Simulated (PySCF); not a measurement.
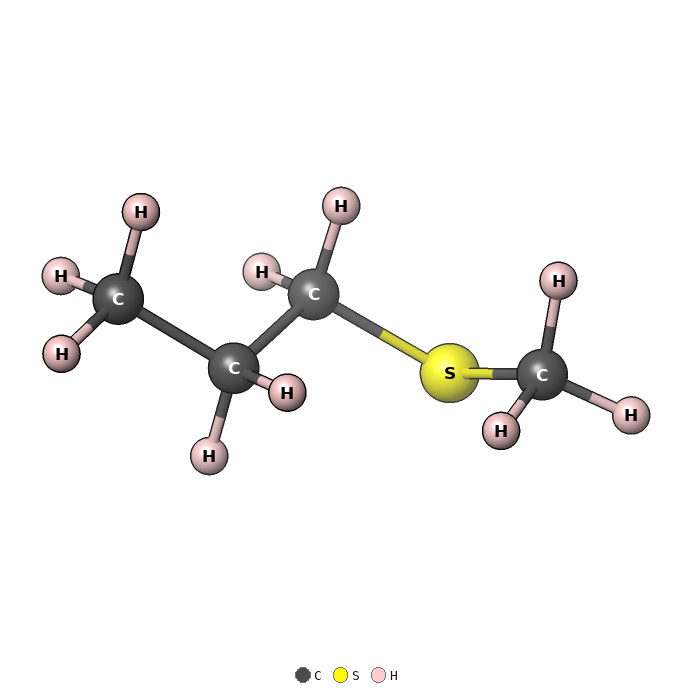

Orthographic view. Atoms fade into the background with distance from the viewer. Computed geometry: PBE0-D3(BJ)/def2-SVP optimisation. No frequency run is at hand to confirm it as a minimum.

Write the InChI string.

Answer. InChI=1S/C4H10S/c1-3-4-5-2/h3-4H2,1-2H3
